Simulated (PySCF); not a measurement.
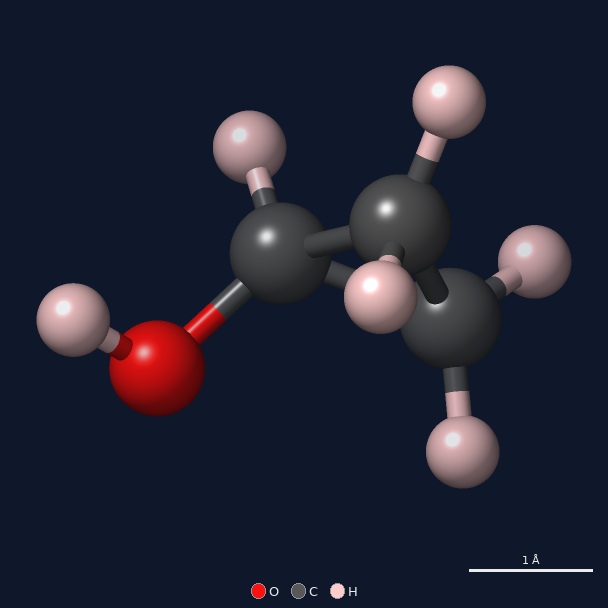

A ball-and-stick model of a molecule. Every bond is drawn as one stick, whatever its order.

Computed geometry: PBE0-D3(BJ)/def2-SVP optimisation. No frequency run is at hand to confirm it as a minimum.

> Which formula does it have?

C3H6O, 10 atoms: 3 carbon, 6 hydrogen and 1 oxygen.

> Name functional groups in it.

Among them: alcohol.

The parts below concern this one geometry. Atoms keep their numbers from picture to picture.

**Shape**

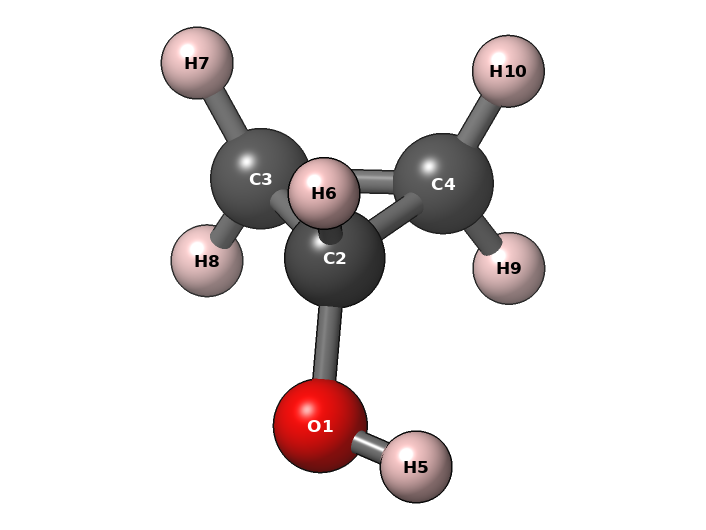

Numbered structure. No frequency run is at hand to confirm it as a minimum.

Which atoms are bonded, and how long are the bonds?

```csv
bond,length (Å),order
O1–C2,1.385,single
O1–H5,0.963,single
C2–C3,1.487,single
C2–C4,1.501,single
C2–H6,1.100,single
C3–C4,1.507,single
C3–H7,1.093,single
C3–H8,1.093,single
C4–H9,1.093,single
C4–H10,1.093,single
```

**Quadrupole coupling**

No frequency run is at hand to confirm it as a minimum. Electric field gradients from the ground-state density, B3LYP/def2-TZVP (PySCF 2.14.0), non-relativistic apart from any core potentials.

Give the largest field-gradient component, the quadrupole coupling constant and the asymmetry for 17O at O1 (Q = −25.6 mb).

| atom | V_zz (a.u.) | e²qQ/h (MHz) | η |
| --- | --- | --- | --- |
| O1 | −1.856 | 11.17 | 0.88 |

**Polarisability**

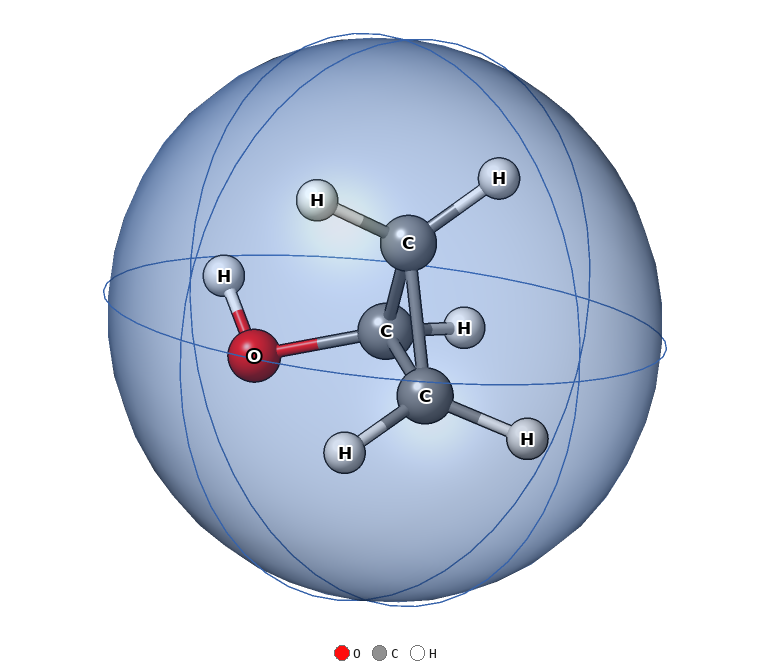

The ellipsoid shows the static dipole polarisability: its half-axes are proportional to the principal values. No frequency run is at hand to confirm it as a minimum. Computed with B3LYP/def2-SVPD (PySCF 2.14.0).

> Give the principal values, the mean and the anisotropy.

Principal values 37.8, 41.0, 43.8 bohr³; mean 40.9 bohr³ (6.05 Å³); anisotropy 5.2 bohr³, so the longest axis is 1.16 times the shortest.

**Excitation**

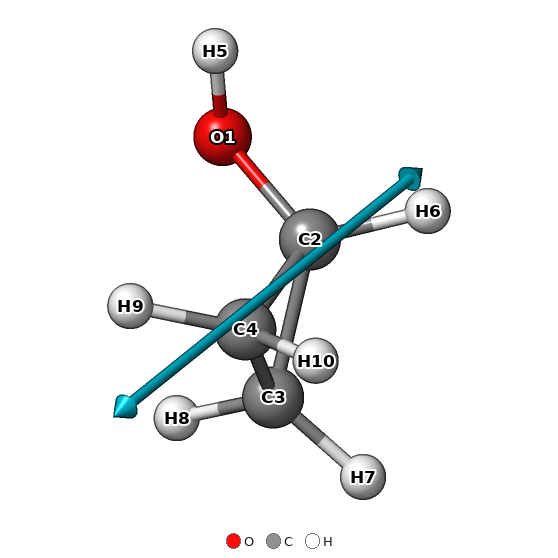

The double arrow shows the direction of the transition dipole to excited singlet state 9 (its length means nothing). No frequency run is at hand to confirm it as a minimum. Level of theory: TDDFT PBE0/def2-SVPD, vertical, gas phase, core orbitals frozen in the response (PySCF 2.14.0).

> Give its energy, strength and character.

8.83 eV (140 nm), oscillator strength 0.039, mainly HOMO → LUMO+4 (weight 0.84); transition dipole 1.08 D.
